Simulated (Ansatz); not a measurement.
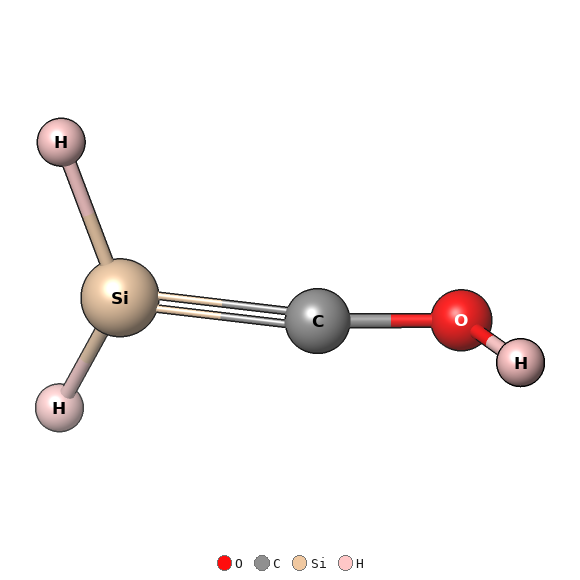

Figure made from data computed with Ansatz.

Orthographic view. Depth is shown by fading: the farther an atom, the more it takes the colour of the background. Charge +1, singlet. Geometry: moved along internal coordinates away from the minimum.

**Write the InChI string.**

InChI=1S/CH3OSi/c2-1-3/h2H,3H2/q+1
